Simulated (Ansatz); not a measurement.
# CH8FGeNSi: two geometries relaxed

Aim: relax the geometries before and after the inversion of the pyramid at N1, and see whether they are two minima and how far apart in energy. SMILES of the start: [NH2][GeH]([F])[CH2][SiH3].

Method: RKS PBE/def2-SVP, in Ansatz 0.2.0.

## Step 1: The starting structure

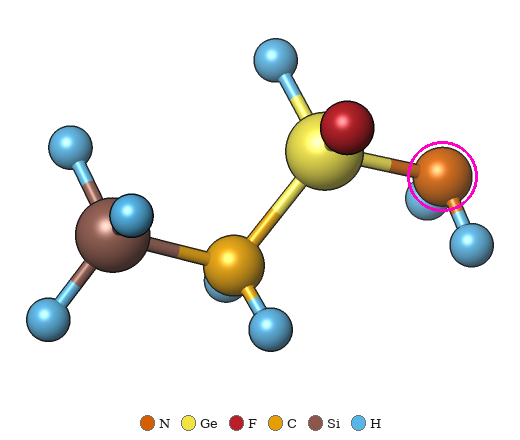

The starting structure, seen from a chosen angle (nitrogen orange, germanium yellow, fluorine red, carbon amber, silicon brown, hydrogen blue). Ringed: N1.

Structure file:

```xyz
13

N    -1.5435    0.5828    2.0481
Ge   -0.3137   -0.3478    1.0946
F     1.1695   -0.3340    1.9742
C     0.0338    0.4749   -0.6560
Si    1.2098   -0.5410   -1.6347
H    -2.4545    0.6516    1.4459
H    -1.2217    1.6153    2.0842
H    -0.7597   -1.7880    0.9109
H    -0.9992    0.4990   -1.1607
H     0.3350    1.5024   -0.5024
H     1.3952    0.0792   -2.9178
H     0.7325   -1.9007   -1.7654
H     2.4370   -0.5284   -0.9061
```

## Step 2: Relaxing end A

File input.yaml:

```yaml
crystal:
  periodic: [false, false, false]
  atoms:
    - { symbol: "N", position_ang: [-1.5435, 0.5828, 2.0481] }
    - { symbol: Ge, position_ang: [-0.3137, -0.3478, 1.0946] }
    - { symbol: F, position_ang: [1.1695, -0.334, 1.9742] }
    - { symbol: C, position_ang: [0.0338, 0.4749, -0.656] }
    - { symbol: Si, position_ang: [1.2098, -0.541, -1.6347] }
    - { symbol: H, position_ang: [-2.4545, 0.6516, 1.4459] }
    - { symbol: H, position_ang: [-1.2217, 1.6153, 2.0842] }
    - { symbol: H, position_ang: [-0.7597, -1.788, 0.9109] }
    - { symbol: H, position_ang: [-0.9992, 0.499, -1.1607] }
    - { symbol: H, position_ang: [0.335, 1.5024, -0.5024] }
    - { symbol: H, position_ang: [1.3952, 0.0792, -2.9178] }
    - { symbol: H, position_ang: [0.7325, -1.9007, -1.7654] }
    - { symbol: H, position_ang: [2.437, -0.5284, -0.9061] }
basis:
  gaussian: { orbitals: def2-SVP }
hamiltonian:
  xc: pbe
relax:
  f_tol: 0.015
  max_steps: 40
output:
  orbitals: {}
```

The run is started by

```
$ ansatz run input.yaml --threads 2 --pin off --max-ram 3072MiB --backend cpu --events-out ev --progress --plain --runs-dir out
```

The program printed, cut to the lines that bear on the results:

```text
Warning: RAYON_NUM_THREADS=2 ignored (pool sized by the plan → 2); use --threads N
[...]
Functional definition: PBE
[...]
1489 factors; their error is unknown
[...]
mean field -69738.48013919 eV, -2562.8418746755 hartree, gradient 6.2e-5 eV, S^2 0.000000; 0 other end points of the search recorded, 0 dependent functions left out
[...]
reference -69738.48018060 eV, -2562.8418761975 hartree; 38, 38 occupied and 94, 94 virtual orbitals, 1489 factors
relax step   1: F+E_penalty+E_count = -69738.48013919 eV  Δ(F+E_penalty+E_count) = +0.000e0 eV  max|allowed force component| = 2.424e0 eV/Å  Δτ_max = 0.0000 Å  (29 SCF iters, accepted)
[...]
relax step   6: F+E_penalty+E_count = -69738.99188419 eV  Δ(F+E_penalty+E_count) = -1.499e-2 eV  max|allowed force component| = 2.527e-1 eV/Å  Δτ_max = 0.2000 Å  (28 SCF iters, accepted)
[...]
relax step  11: F+E_penalty+E_count = -69739.00690254 eV  Δ(F+E_penalty+E_count) = +1.274e-2 eV  max|allowed force component| = 9.872e-1 eV/Å  Δτ_max = 0.1915 Å  (28 SCF iters, rejected (line search))
[...]
relax step  16: F+E_penalty+E_count = -69739.03870982 eV  Δ(F+E_penalty+E_count) = -2.990e-3 eV  max|allowed force component| = 1.945e-1 eV/Å  Δτ_max = 0.1410 Å  (29 SCF iters, accepted)
[...]
relax step  21: F+E_penalty+E_count = -69739.04148368 eV  Δ(F+E_penalty+E_count) = +3.598e-2 eV  max|allowed force component| = 1.429e0 eV/Å  Δτ_max = 0.2000 Å  (34 SCF iters, rejected (line search))
relax step  22: F+E_penalty+E_count = -69739.12201277 eV  Δ(F+E_penalty+E_count) = -4.455e-2 eV  max|allowed force component| = 2.453e-1 eV/Å  Δτ_max = 0.0975 Å  (29 SCF iters, accepted)
relax step  23: F+E_penalty+E_count = -69739.12844178 eV  Δ(F+E_penalty+E_count) = -6.429e-3 eV  max|allowed force component| = 1.149e-1 eV/Å  Δτ_max = 0.0857 Å  (28 SCF iters, accepted)
```

## Step 3: The log goes on: end point A relaxed

The log, continued, cut to the lines that bear on the results:

```text
relax step  24: F+E_penalty+E_count = -69739.12272732 eV  Δ(F+E_penalty+E_count) = +5.714e-3 eV  max|allowed force component| = 2.468e-1 eV/Å  Δτ_max = 0.0397 Å  (29 SCF iters, rejected (line search))
[...]
relax step  27: F+E_penalty+E_count = -69739.13200715 eV  Δ(F+E_penalty+E_count) = -4.868e-4 eV  max|allowed force component| = 1.550e-2 eV/Å  Δτ_max = 0.0258 Å  (29 SCF iters, accepted)
[...]
relax step  30: F+E_penalty+E_count = -69739.13392994 eV  Δ(F+E_penalty+E_count) = -4.997e-4 eV  max|allowed force component| = 6.692e-2 eV/Å  Δτ_max = 0.0332 Å  (29 SCF iters, accepted)
[...]
relax step  33: F+E_penalty+E_count = -69739.13515919 eV  Δ(F+E_penalty+E_count) = -2.666e-4 eV  max|allowed force component| = 4.562e-2 eV/Å  Δτ_max = 0.0407 Å  (29 SCF iters, accepted)
[...]
Atom 3 at    -0.330149     0.159285    -0.973911 Å, force    -0.004259     0.001608    -0.004537 eV/Å
Atom 4 at     1.478813    -0.242251    -1.397193 Å, force    -0.000518     0.001777     0.002951 eV/Å
Atom 5 at    -1.455681     0.745170     2.853183 Å, force     0.000439     0.000142    -0.000558 eV/Å
Atom 6 at    -0.400803     1.651490     1.939873 Å, force    -0.002499    -0.002747     0.000767 eV/Å
Atom 7 at    -2.113671    -1.392145     0.870234 Å, force     0.002161     0.001849     0.000263 eV/Å
Atom 8 at    -0.993311    -0.306260    -1.732991 Å, force     0.002088     0.002427     0.003486 eV/Å
Atom 9 at    -0.498195     1.255493    -1.025986 Å, force     0.000435    -0.005035     0.000551 eV/Å
Atom 10 at     1.807339     0.344250    -2.746794 Å, force     0.000306    -0.002100    -0.000002 eV/Å
Atom 11 at     1.702187    -1.725390    -1.460610 Å, force     0.001058     0.002145    -0.001061 eV/Å
Atom 12 at     2.407839     0.369409    -0.386208 Å, force     0.000145    -0.001418    -0.001069 eV/Å
Dipole moment:    -0.271033     0.310529     0.024998 e Å
```

It took 57 s on 2 threads of AMD EPYC 9R45 (Zen 5), shared host; peak memory 0.2 GiB.

The steps of the relaxation, one in 2:

```tsv
step	energy from step 1 (eV)	largest force component (eV/Å)
1	0.0000	2.4243
3	-0.4796	0.2225
5	-0.4968	0.7331
7x	-0.5104	0.4472
9	-0.5338	0.1126
11x	-0.5268	0.9872
13	-0.5481	0.2727
15	-0.5556	0.1133
17	-0.5617	0.1826
19	-0.5744	0.9666
21x	-0.5613	1.4289
23	-0.6483	0.1149
25	-0.6505	0.0472
27	-0.6519	0.0155
29	-0.6533	0.0846
31	-0.6544	0.0448
33	-0.6550	0.0456
35	-0.6554	0.0300
37	-0.6556	0.0108
38	-0.6556	0.0050
```

Step 1 is the start. 4 steps were tried and not accepted (marked x).

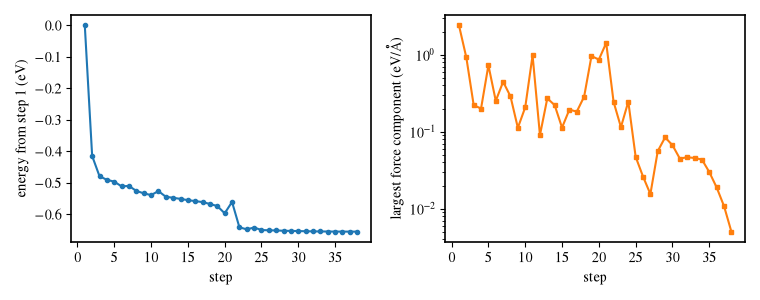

How energy and force went from step to step.

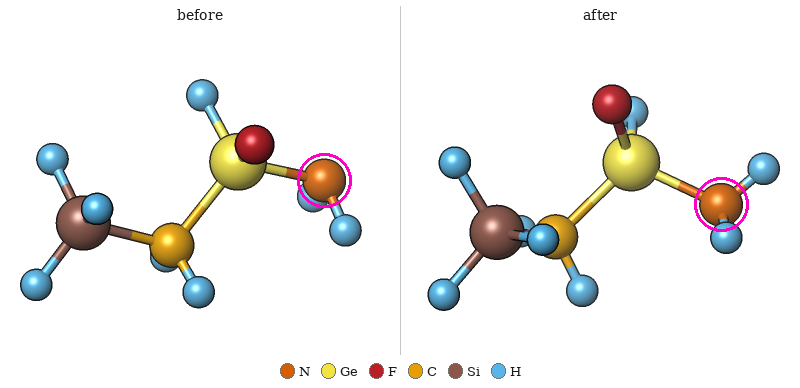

The structure before (left) and after (right), drawn at the same scale.

After: Bond lengths: N1–Ge2 1.834 Å, Ge2–F3 1.785 Å, Ge2–C4 1.956 Å, C4–Si5 1.901 Å, N1–H6 1.026 Å, N1–H7 1.027 Å, Ge2–H8 1.548 Å, C4–H9 1.110 Å, C4–H10 1.110 Å, Si5–H11 1.508 Å, Si5–H12 1.501 Å, Si5–H13 1.503 Å. Angles (14 of 21 angles, heavy atoms first): N1–Ge2–F3 111.1°, N1–Ge2–C4 110.0°, F3–Ge2–C4 104.4°, Ge2–C4–Si5 114.0°, N1–Ge2–H8 108.8°, F3–Ge2–H8 105.1°, C4–Ge2–H8 117.2°, Ge2–N1–H6 114.5°, Ge2–N1–H7 114.2°, Ge2–C4–H9 108.6°, Ge2–C4–H10 107.9°, Si5–C4–H9 109.1°, Si5–C4–H10 110.0°, C4–Si5–H11 108.9°.

## Step 4: End point B

The second end starts from a geometry with the move made by hand.

Edit input.yaml of step 2 so:

```diff
@@ -8,4 +8,4 @@
     - { symbol: Si, position_ang: [1.2098, -0.541, -1.6347] }
-    - { symbol: H, position_ang: [-2.4545, 0.6516, 1.4459] }
-    - { symbol: H, position_ang: [-1.2217, 1.6153, 2.0842] }
+    - { symbol: H, position_ang: [-2.31567, -0.11915, 2.3772] }
+    - { symbol: H, position_ang: [-1.08715, 0.8683, 2.9868] }
     - { symbol: H, position_ang: [-0.7597, -1.788, 0.9109] }
@@ -23,3 +23 @@
   max_steps: 40
-output:
-  orbitals: {}
```

The run is started by

```
$ ansatz run input.yaml --threads 2 --pin off --max-ram 3072MiB --backend cpu --events-out ev --progress --plain --runs-dir out
```

The program printed, cut to the lines that bear on the results:

```text
Warning: RAYON_NUM_THREADS=2 ignored (pool sized by the plan → 2); use --threads N
[...]
Functional definition: PBE
[...]
1489 factors; their error is unknown
[...]
mean field -69738.52922848 eV, -2562.8436786738 hartree, gradient 2.1e-5 eV, S^2 0.000000; 0 other end points of the search recorded, 0 dependent functions left out
[...]
reference -69738.52927019 eV, -2562.8436802067 hartree; 38, 38 occupied and 94, 94 virtual orbitals, 1489 factors
relax step   1: F+E_penalty+E_count = -69738.52922848 eV  Δ(F+E_penalty+E_count) = +0.000e0 eV  max|allowed force component| = 2.977e0 eV/Å  Δτ_max = 0.0000 Å  (28 SCF iters, accepted)
[...]
relax step   5: F+E_penalty+E_count = -69739.08378239 eV  Δ(F+E_penalty+E_count) = -3.553e-2 eV  max|allowed force component| = 1.511e-1 eV/Å  Δτ_max = 0.2000 Å  (29 SCF iters, accepted)
[...]
relax step   9: F+E_penalty+E_count = -69739.10837258 eV  Δ(F+E_penalty+E_count) = -1.530e-3 eV  max|allowed force component| = 3.235e-1 eV/Å  Δτ_max = 0.1580 Å  (29 SCF iters, accepted)
[...]
relax step  13: F+E_penalty+E_count = -69739.11383442 eV  Δ(F+E_penalty+E_count) = -1.395e-3 eV  max|allowed force component| = 1.109e-2 eV/Å  Δτ_max = 0.0297 Å  (30 SCF iters, accepted)
[...]
relax step  17: F+E_penalty+E_count = -69739.12333660 eV  Δ(F+E_penalty+E_count) = -1.527e-3 eV  max|allowed force component| = 1.624e-1 eV/Å  Δτ_max = 0.0769 Å  (28 SCF iters, accepted)
[...]
relax step  18: F+E_penalty+E_count = -69739.12539752 eV  Δ(F+E_penalty+E_count) = -2.061e-3 eV  max|allowed force component| = 1.691e-1 eV/Å  Δτ_max = 0.0531 Å  (28 SCF iters, accepted)
[...]
1489 factors; their error is unknown
mean field -69739.12827840 eV, -2562.8656933522 hartree, gradient 2.7e-5 eV, S^2 0.000000; 0 other end points of the search recorded, 0 dependent functions left out
[...]
```

## Step 5: More of the same log: end point B relaxed

The log, continued:

```text
reference -69739.12832130 eV, -2562.8656949289 hartree; 38, 38 occupied and 94, 94 virtual orbitals, 1489 factors
relax step  19: F+E_penalty+E_count = -69739.12827840 eV  Δ(F+E_penalty+E_count) = -2.881e-3 eV  max|allowed force component| = 1.242e-1 eV/Å  Δτ_max = 0.0916 Å  (28 SCF iters, accepted)
these checks for a lower state are left out or cut short: starts, cluster_reference, orbital_swaps, neighbouring_geometries, increment
1489 factors; their error is unknown
mean field -69739.12992174 eV, -2562.8657537439 hartree, gradient 2.6e-5 eV, S^2 0.000000; 0 other end points of the search recorded, 0 dependent functions left out
the calculation of the forces begins
reference -69739.12996462 eV, -2562.8657553195 hartree; 38, 38 occupied and 94, 94 virtual orbitals, 1489 factors
relax step  20: F+E_penalty+E_count = -69739.12992174 eV  Δ(F+E_penalty+E_count) = -1.643e-3 eV  max|allowed force component| = 1.011e-1 eV/Å  Δτ_max = 0.0759 Å  (29 SCF iters, accepted)
these checks for a lower state are left out or cut short: starts, cluster_reference, orbital_swaps, neighbouring_geometries, increment
1489 factors; their error is unknown
mean field -69739.13104163 eV, -2562.8657948989 hartree, gradient 2.2e-5 eV, S^2 0.000000; 0 other end points of the search recorded, 0 dependent functions left out
the calculation of the forces begins
reference -69739.13108442 eV, -2562.8657964715 hartree; 38, 38 occupied and 94, 94 virtual orbitals, 1489 factors
relax step  21: F+E_penalty+E_count = -69739.13104163 eV  Δ(F+E_penalty+E_count) = -1.120e-3 eV  max|allowed force component| = 1.074e-1 eV/Å  Δτ_max = 0.0690 Å  (28 SCF iters, accepted)
these checks for a lower state are left out or cut short: starts, cluster_reference, orbital_swaps, neighbouring_geometries, increment
1489 factors; their error is unknown
mean field evaluation 160: about -69739.2308 eV, gradient 2.0e-2 eV
mean field -69739.13198338 eV, -2562.8658295078 hartree, gradient 2.1e-5 eV, S^2 0.000000; 0 other end points of the search recorded, 0 dependent functions left out
the calculation of the forces begins
reference -69739.13202611 eV, -2562.8658310782 hartree; 38, 38 occupied and 94, 94 virtual orbitals, 1489 factors
relax step  22: F+E_penalty+E_count = -69739.13198338 eV  Δ(F+E_penalty+E_count) = -9.418e-4 eV  max|allowed force component| = 1.014e-1 eV/Å  Δτ_max = 0.0568 Å  (28 SCF iters, accepted)
these checks for a lower state are left out or cut short: starts, cluster_reference, orbital_swaps, neighbouring_geometries, increment
1489 factors; their error is unknown
mean field -69739.13302285 eV, -2562.8658677076 hartree, gradient 2.3e-5 eV, S^2 0.000000; 0 other end points of the search recorded, 0 dependent functions left out
the calculation of the forces begins
reference -69739.13306558 eV, -2562.8658692780 hartree; 38, 38 occupied and 94, 94 virtual orbitals, 1489 factors
relax step  23: F+E_penalty+E_count = -69739.13302285 eV  Δ(F+E_penalty+E_count) = -1.039e-3 eV  max|allowed force component| = 8.212e-2 eV/Å  Δτ_max = 0.0421 Å  (29 SCF iters, accepted)
these checks for a lower state are left out or cut short: starts, cluster_reference, orbital_swaps, neighbouring_geometries, increment
1489 factors; their error is unknown
mean field -69739.13422441 eV, -2562.8659118640 hartree, gradient 2.5e-5 eV, S^2 0.000000; 0 other end points of the search recorded, 0 dependent functions left out
the calculation of the forces begins
reference -69739.13426716 eV, -2562.8659134350 hartree; 38, 38 occupied and 94, 94 virtual orbitals, 1489 factors
relax step  24: F+E_penalty+E_count = -69739.13422441 eV  Δ(F+E_penalty+E_count) = -1.202e-3 eV  max|allowed force component| = 5.287e-2 eV/Å  Δτ_max = 0.0786 Å  (28 SCF iters, accepted)
these checks for a lower state are left out or cut short: starts, cluster_reference, orbital_swaps, neighbouring_geometries, increment
1489 factors; their error is unknown
mean field -69739.13469997 eV, -2562.8659293407 hartree, gradient 2.5e-5 eV, S^2 0.000000; 0 other end points of the search recorded, 0 dependent functions left out
the calculation of the forces begins
reference -69739.13474275 eV, -2562.8659309126 hartree; 38, 38 occupied and 94, 94 virtual orbitals, 1489 factors
relax step  25: F+E_penalty+E_count = -69739.13469997 eV  Δ(F+E_penalty+E_count) = -4.756e-4 eV  max|allowed force component| = 7.113e-2 eV/Å  Δτ_max = 0.0880 Å  (28 SCF iters, accepted)
these checks for a lower state are left out or cut short: starts, cluster_reference, orbital_swaps, neighbouring_geometries, increment
1489 factors; their error is unknown
mean field evaluation 192: about -69739.1350 eV, gradient 1.4e-5 eV
mean field -69739.13499987 eV, -2562.8659403616 hartree, gradient 1.4e-5 eV, S^2 0.000000; 0 other end points of the search recorded, 0 dependent functions left out
the calculation of the forces begins
reference -69739.13504264 eV, -2562.8659419334 hartree; 38, 38 occupied and 94, 94 virtual orbitals, 1489 factors
relax step  26: F+E_penalty+E_count = -69739.13499987 eV  Δ(F+E_penalty+E_count) = -2.999e-4 eV  max|allowed force component| = 4.719e-2 eV/Å  Δτ_max = 0.0072 Å  (24 SCF iters, accepted)
these checks for a lower state are left out or cut short: starts, cluster_reference, orbital_swaps, neighbouring_geometries, increment
1489 factors; their error is unknown
mean field -69739.13522097 eV, -2562.8659484870 hartree, gradient 2.3e-5 eV, S^2 0.000000; 0 other end points of the search recorded, 0 dependent functions left out
the calculation of the forces begins
reference -69739.13526372 eV, -2562.8659500579 hartree; 38, 38 occupied and 94, 94 virtual orbitals, 1489 factors
relax step  27: F+E_penalty+E_count = -69739.13522097 eV  Δ(F+E_penalty+E_count) = -2.211e-4 eV  max|allowed force component| = 2.913e-2 eV/Å  Δτ_max = 0.0091 Å  (30 SCF iters, accepted)
these checks for a lower state are left out or cut short: starts, cluster_reference, orbital_swaps, neighbouring_geometries, increment
1489 factors; their error is unknown
mean field -69739.13542799 eV, -2562.8659560949 hartree, gradient 2.1e-5 eV, S^2 0.000000; 0 other end points of the search recorded, 0 dependent functions left out
the calculation of the forces begins
reference -69739.13547071 eV, -2562.8659576647 hartree; 38, 38 occupied and 94, 94 virtual orbitals, 1489 factors
relax step  28: F+E_penalty+E_count = -69739.13542799 eV  Δ(F+E_penalty+E_count) = -2.070e-4 eV  max|allowed force component| = 1.321e-2 eV/Å  Δτ_max = 0.0351 Å  (29 SCF iters, accepted)
these checks for a lower state are left out or cut short: starts, cluster_reference, orbital_swaps, neighbouring_geometries, increment
1489 factors; their error is unknown
mean field -69739.13549426 eV, -2562.8659585303 hartree, gradient 2.4e-5 eV, S^2 0.000000; 0 other end points of the search recorded, 0 dependent functions left out
the calculation of the forces begins
reference -69739.13553683 eV, -2562.8659600948 hartree; 38, 38 occupied and 94, 94 virtual orbitals, 1489 factors
relax step  29: F+E_penalty+E_count = -69739.13549426 eV  Δ(F+E_penalty+E_count) = -6.627e-5 eV  max|allowed force component| = 3.403e-2 eV/Å  Δτ_max = 0.0721 Å  (28 SCF iters, accepted)
these checks for a lower state are left out or cut short: starts, cluster_reference, orbital_swaps, neighbouring_geometries, increment
1489 factors; their error is unknown
mean field -69739.13565336 eV, -2562.8659643769 hartree, gradient 2.3e-5 eV, S^2 0.000000; 0 other end points of the search recorded, 0 dependent functions left out
the calculation of the forces begins
reference -69739.13569594 eV, -2562.8659659418 hartree; 38, 38 occupied and 94, 94 virtual orbitals, 1489 factors
relax step  30: F+E_penalty+E_count = -69739.13565336 eV  Δ(F+E_penalty+E_count) = -1.591e-4 eV  max|allowed force component| = 1.671e-2 eV/Å  Δτ_max = 0.0086 Å  (30 SCF iters, accepted)
these checks for a lower state are left out or cut short: starts, cluster_reference, orbital_swaps, neighbouring_geometries, increment
1489 factors; their error is unknown
mean field evaluation 224: about -69739.1357 eV, gradient 4.8e-5 eV
mean field -69739.13571466 eV, -2562.8659666297 hartree, gradient 2.3e-5 eV, S^2 0.000000; 0 other end points of the search recorded, 0 dependent functions left out
the calculation of the forces begins
reference -69739.13575721 eV, -2562.8659681933 hartree; 38, 38 occupied and 94, 94 virtual orbitals, 1489 factors
relax step  31: F+E_penalty+E_count = -69739.13571466 eV  Δ(F+E_penalty+E_count) = -6.130e-5 eV  max|allowed force component| = 4.413e-3 eV/Å  Δτ_max = 0.0111 Å  (30 SCF iters, accepted)
1489 factors; their error is unknown
mean field -69739.13571466 eV, -2562.8659666297 hartree, gradient 2.3e-5 eV, S^2 0.000000; 1 other end points of the search recorded, 0 dependent functions left out
the calculation of the forces begins
reference -69739.13575721 eV, -2562.8659681933 hartree; 38, 38 occupied and 94, 94 virtual orbitals, 1489 factors
Total energy: -69739.13575721 eV, -2562.8659681933 hartree
Atom 0 at    -1.083681     0.669750     2.186978 Å, force     0.000355     0.004413     0.002299 eV/Å
Atom 1 at    -0.798013    -0.653763     0.950755 Å, force     0.001741     0.000582    -0.001979 eV/Å
Atom 2 at     0.638181    -1.627997     1.369740 Å, force    -0.001941     0.000256     0.000259 eV/Å
Atom 3 at    -0.361241     0.132523    -0.786307 Å, force    -0.000919    -0.000304     0.001587 eV/Å
Atom 4 at     1.415615    -0.211851    -1.366788 Å, force     0.001000     0.000066    -0.002442 eV/Å
Atom 5 at    -1.297796     0.331474     3.131779 Å, force     0.000301    -0.001889    -0.000371 eV/Å
Atom 6 at    -0.322858     1.355505     2.254837 Å, force    -0.000941    -0.002702    -0.001498 eV/Å
Atom 7 at    -1.986291    -1.643799     0.998560 Å, force     0.000564    -0.000044     0.001087 eV/Å
Atom 8 at    -1.074194    -0.260681    -1.540966 Å, force     0.000902    -0.000341    -0.000410 eV/Å
Atom 9 at    -0.533001     1.227201    -0.719111 Å, force    -0.000374    -0.000143    -0.000533 eV/Å
Atom 10 at     1.644410     0.487061    -2.683003 Å, force    -0.000442     0.001676    -0.000083 eV/Å
Atom 11 at     1.641548    -1.681842    -1.571072 Å, force     0.000375    -0.000178     0.001845 eV/Å
Atom 12 at     2.411202     0.323968    -0.376702 Å, force    -0.000620    -0.001391     0.000239 eV/Å
Dipole moment:    -0.279552     0.302102     0.072477 e Å
```

Run time: 46 s. Hardware: 2 threads of AMD EPYC 9R45 (Zen 5), shared host; peak memory 0.2 GiB.

The steps of the relaxation, one in 2:

```tsv
step	energy from step 1 (eV)	largest force component (eV/Å)
1	0.0000	2.9773
3	-0.4827	0.5549
5	-0.5546	0.1511
7	-0.5773	0.0648
9	-0.5791	0.3235
11	-0.5832	0.0368
13	-0.5846	0.0111
15	-0.5894	0.0332
17	-0.5941	0.1624
19	-0.5991	0.1242
21	-0.6018	0.1074
23	-0.6038	0.0821
25	-0.6055	0.0711
27	-0.6060	0.0291
29	-0.6063	0.0340
31	-0.6065	0.0044
```

Step 1 is the start. 2 steps were tried and not accepted (marked x).

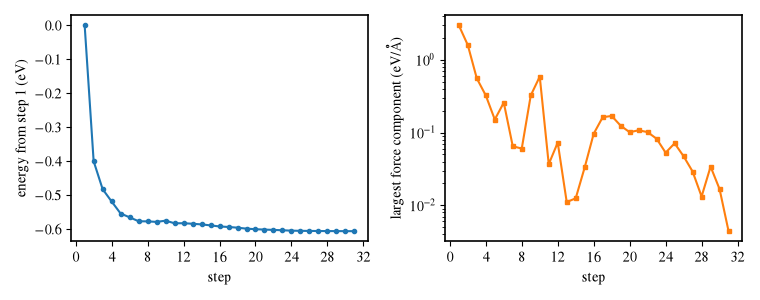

How energy and force went from step to step.

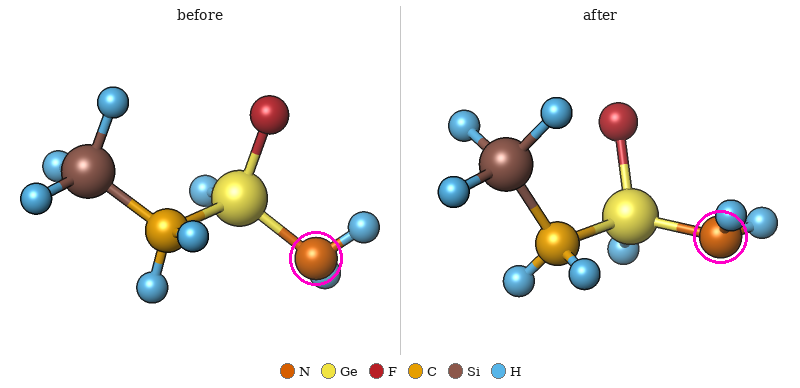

Before and after, at one scale.

After: Bond lengths: N1–Ge2 1.833 Å, Ge2–F3 1.785 Å, Ge2–C4 1.956 Å, C4–Si5 1.901 Å, N1–H6 1.026 Å, N1–H7 1.027 Å, Ge2–H8 1.547 Å, C4–H9 1.110 Å, C4–H10 1.110 Å, Si5–H11 1.508 Å, Si5–H12 1.501 Å, Si5–H13 1.503 Å. Angles (14 of 21 angles, heavy atoms first): N1–Ge2–F3 111.2°, N1–Ge2–C4 110.1°, F3–Ge2–C4 104.4°, Ge2–C4–Si5 114.0°, N1–Ge2–H8 108.7°, F3–Ge2–H8 105.2°, C4–Ge2–H8 117.1°, Ge2–N1–H6 114.5°, Ge2–N1–H7 114.3°, Ge2–C4–H9 108.5°, Ge2–C4–H10 107.9°, Si5–C4–H9 109.2°, Si5–C4–H10 110.0°, C4–Si5–H11 108.9°.

## Step 6: Summary of results

| quantity | value |
| --- | --- |
| end A | 33 moves, 0.656 eV lower |
| end B | 28 moves, 0.606 eV lower |
| largest difference between the ends | 0.04 Å |
| end B relative to end A | +0.000 eV |

The two relaxations end at one structure, within 0.04 Å: no second minimum was found from this start, which doesn't rule one out.
